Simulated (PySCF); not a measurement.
SMILES B/C=C\C#C at its B3LYP/def2-SVP optimised geometry (Å):

```
10

B      1.2476    -2.1377     1.3455
C      1.7275    -0.8910     0.5738
C      0.9083     0.0362     0.0000
C     -0.5141     0.0362     0.0000
C     -1.7270     0.1054    -0.0431
H      0.0700    -2.3569     1.4813
H      2.0494    -2.9052     1.8207
H      2.8000    -0.6967     0.4535
H      1.3539     0.8910    -0.5289
H     -2.8000     0.1464    -0.0688
```

Method: B3LYP/def2-TZVP run with PySCF. Cells within 0.4 Å of a nucleus heavier than hydrogen are left out (blank, or x).

Map of the electrostatic potential (hartree/e), clipped to [-0.08, 0.12] on the plane z = 0.0 Å:

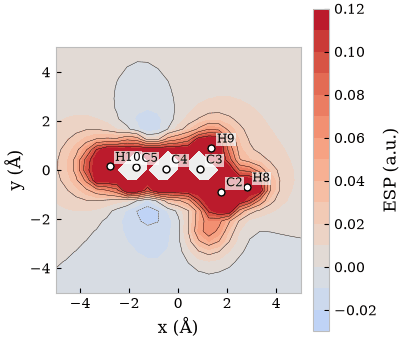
Electrostatic potential (hartree/e), clipped to [-0.08, 0.12] on the plane z = 0.0 Å.
